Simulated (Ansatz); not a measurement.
C4H7 (SMILES [CH2]C(=C)C) (doublet)

Input

```
crystal:
  periodic: [false, false, false]
  atoms:
    - {symbol: C, position_ang: [0.745337, -0.402041, 1.217670]}
    - {symbol: C, position_ang: [0.507387, 0.663834, 2.090438]}
    - {symbol: C, position_ang: [1.127982, 0.731736, 3.333178]}
    - {symbol: C, position_ang: [-0.444502, 1.758824, 1.661203]}
    - {symbol: H, position_ang: [1.428414, -1.210377, 1.492317]}
    - {symbol: H, position_ang: [0.257339, -0.456790, 0.240717]}
    - {symbol: H, position_ang: [0.943369, 1.563404, 4.017874]}
    - {symbol: H, position_ang: [1.820117, -0.050739, 3.657099]}
    - {symbol: H, position_ang: [-0.083315, 2.259933, 0.748436]}
    - {symbol: H, position_ang: [-0.564025, 2.523079, 2.442315]}
    - {symbol: H, position_ang: [-1.441030, 1.348525, 1.431184]}
basis:
  gaussian: {orbitals: def2-TZVPD}
total_charge: 0
output: {forces: true, orbitals: {seedname: orbitals}}
magnetization: {spin_polarized: true, initial_magnetization: 1}
hamiltonian: {xc: {name: PBE0}}
```

Run with:

```sh
ansatz run input.yaml --threads 2 --pin off --max-ram 4350MiB --events-out events.jsonl --progress --plain --runs-dir runs
```

Geometry: r2SCAN-D4/def2-SVP.

Theory: isolated molecule in a Gaussian basis; Kohn-Sham density functional theory, functional PBE0 in Ansatz.

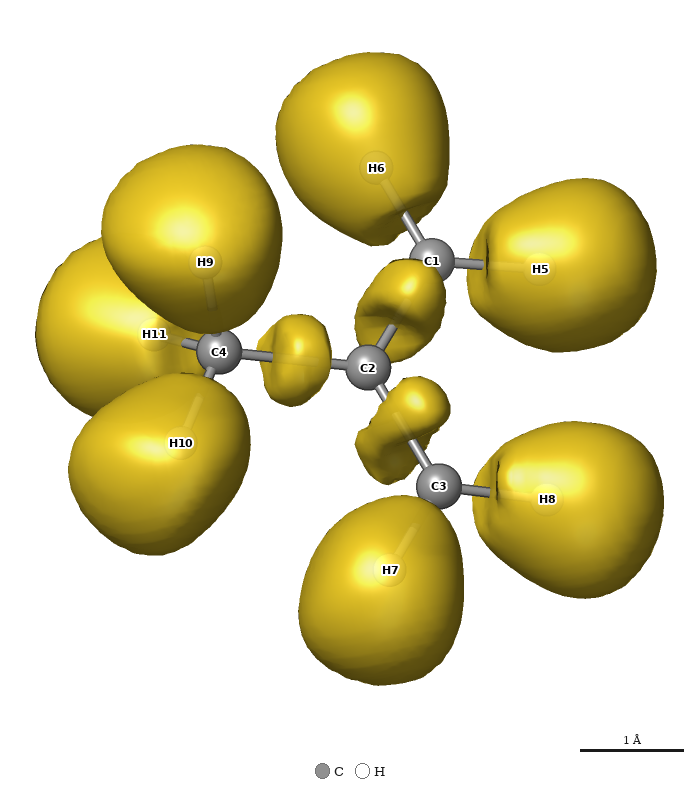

Figure 1. Isosurface of the electron localisation function at 0.8 (yellow), seen at a tilt. Core shells and regions of very low density are left out.

Describe the localisation domains.

At this value the surface marks out three regions between bonded C–C atoms (shared pairs) and seven regions around hydrogen nuclei.


C–C (1.39 Å): the ELF peaks at about 0.95 between the atoms: localised, covalent bonding. C–H (1.09 Å): the ELF climbs to about 1 towards the hydrogen, as it does in any bond to H; a covalent bond by its length.

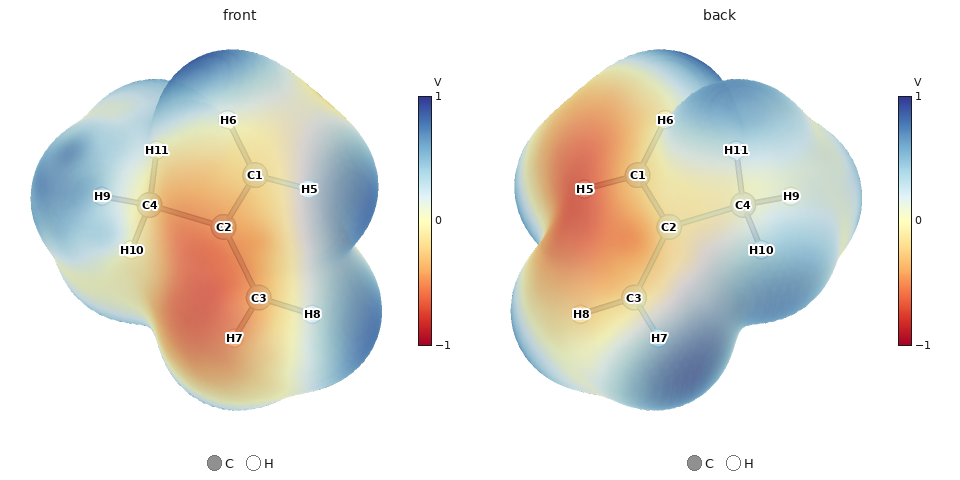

Figure 2. The electrostatic potential painted on the density surface at 0.002 e/bohr³, seen from the front and from behind; red is negative and blue positive.

Which sites attract a positive test charge, and which a negative one?

A positive charge is drawn to the negative regions and a negative charge to the positive ones. The most negative region (about −0.7 V) lies over the π face of C1, C2 and C3, the most positive (about +0.8 V) over H5, H6, H7 and H8.

What dipole moment does the calculation give?

Its dipole moment is 0.32 D.

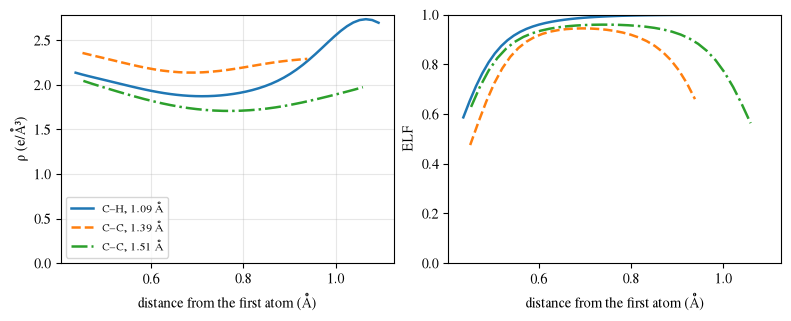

Figure 3. Electron density and electron localisation function along straight lines between neighbouring atoms. The curves leave out the atomic cores.

What kind of bonding do the profiles show?

C–H (1.09 Å): ρ is about 2 e/Å³ halfway; the ELF climbs to about 1 towards the hydrogen: a covalent bond by its length.
C–C (1.39 Å): the density is about 2.1 e/Å³ at the midpoint; the ELF peaks at about 0.95 between the atoms; a covalent bond.
C–C (1.51 Å): ρ is about 1.7 e/Å³ halfway; the ELF peaks at about 0.95 between the atoms (a covalent bond).

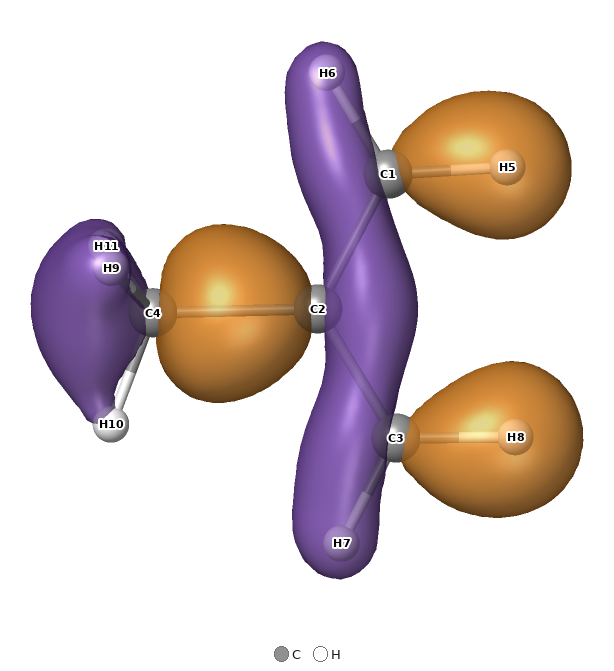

Figure 4. The HOMO−1 (β) at ±0.15 Å⁻³ᐟ² (orange and purple are the two phases), seen across its widest extent.

Where does this orbital lie, and at what energy?

By Hirshfeld shares it lies mainly on C4 (about 25 %), C2 (about 20 %), C3 (about 15 %), C1 (about 10 %), H8 (about 10 %) and H5 (about 10 %). Its energy is −9.91 eV.
